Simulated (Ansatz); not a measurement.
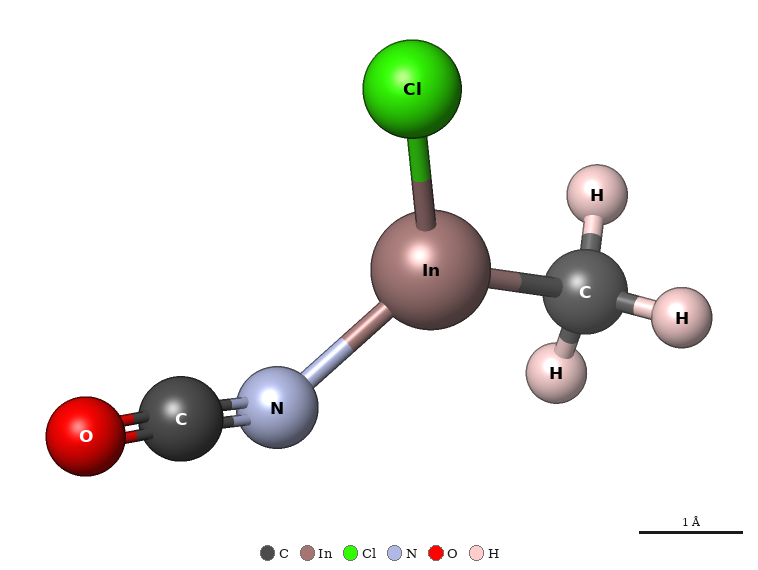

Rendered structure (ball-and-stick style).

The geometry was computed by an optimisation with PBE0-D4/def2-TZVP.

Identify the structure.

Formula C2H3ClInNO. As SMILES it reads `[CH3][In]([Cl])[N]=C=O`. Coordination: 1 C tetrahedral; 1 In trigonal planar; 1 N bent; 1 C linear.

The parts below concern this one geometry. Atoms keep their numbers from picture to picture.

**Geometry**

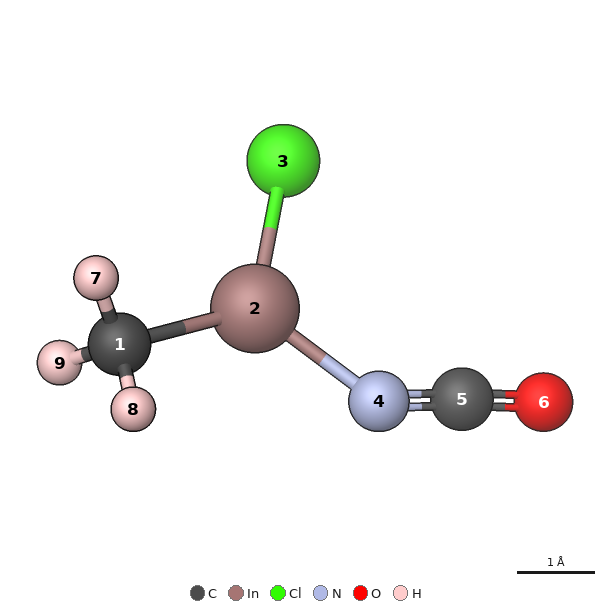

The atoms are numbered.

List the bonds and their lengths.

| bond | length (Å) |
| --- | --- |
| C1–In2 | 2.119 |
| C1–H7 | 1.089 |
| C1–H8 | 1.089 |
| C1–H9 | 1.090 |
| In2–Cl3 | 2.326 |
| In2–N4 | 2.030 |
| N4–C5 | 1.204 |
| C5–O6 | 1.167 |

**Vibrations**

Harmonic vibrations computed with RKS PBE0-D4/def2-TZVP, core potentials on In (Ansatz 0.2.0) at a stationary point of the same level.

List the wavenumbers.

21 modes: 37, 46, 46, 92, 120, 142, 359, 431, 536, 653, 679, 738, 761, 1204, 1418, 1448, 1449, 2331, 3076, 3173, 3186 cm⁻¹.

**Dipole moment**

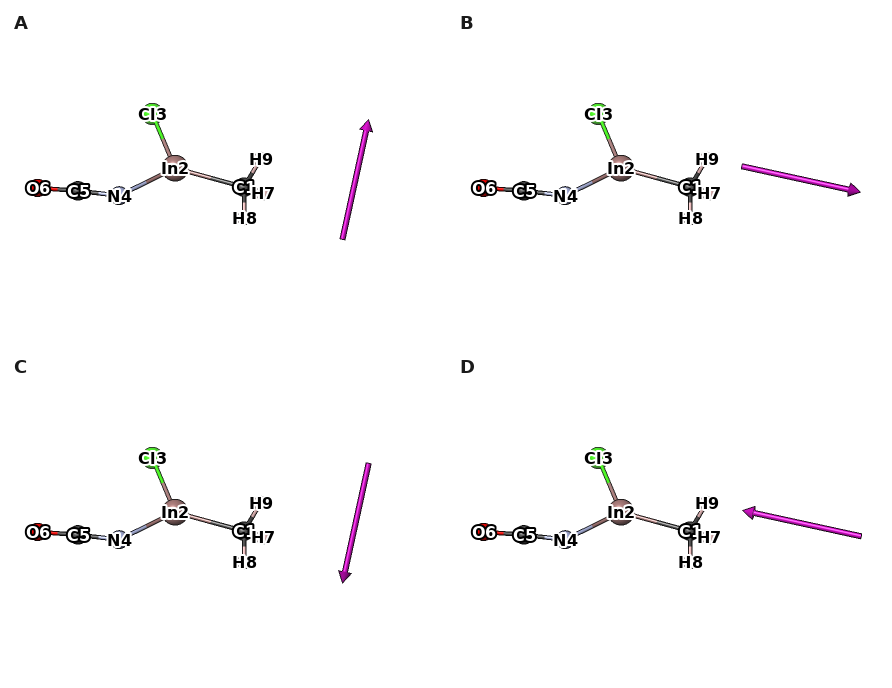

The same molecule four times, each with an arrow. Properties computed with RKS PBE0-D4/def2-TZVP, core potentials on In (Ansatz 0.2.0).

Which arrow points along the dipole moment, from the negative to the positive end?

B. The dipole moment is 4.84 D; it points from the side of O6 to the side of H7, H8, H9 (the outermost atoms at the two ends).

**Levels of theory compared**

Program: Ansatz 0.2.0.

Tabulate HOMO energy (eV), HOMO–LUMO gap (eV) at these levels: B3LYP-D4/def2-TZVPP; B97M-V/def2-TZVPP; BHLYP-D4/def2-TZVPP; BLYP-D4/def2-TZVPP; PBE-D4/def2-TZVPP; PBE0-D4/def2-TZVPP; SPW92 (LDA)/def2-TZVPP; revPBE-D4/def2-TZVPP; ωB97M-V/def2-TZVPP; ωB97X-V/def2-TZVPP.

| level | HOMO energy (eV) | HOMO–LUMO gap (eV) |
| --- | --- | --- |
| B3LYP-D4/def2-TZVPP | −8.10 | 6.21 |
| B97M-V/def2-TZVPP | −7.29 | 5.00 |
| BHLYP-D4/def2-TZVPP | −9.62 | 8.66 |
| BLYP-D4/def2-TZVPP | −6.85 | 4.46 |
| PBE-D4/def2-TZVPP | −6.99 | 4.56 |
| PBE0-D4/def2-TZVPP | −8.36 | 6.76 |
| SPW92 (LDA)/def2-TZVPP | −7.23 | 4.52 |
| revPBE-D4/def2-TZVPP | −6.90 | 4.60 |
| ωB97M-V/def2-TZVPP | −10.58 | 10.50 |
| ωB97X-V/def2-TZVPP | −10.68 | 10.88 |
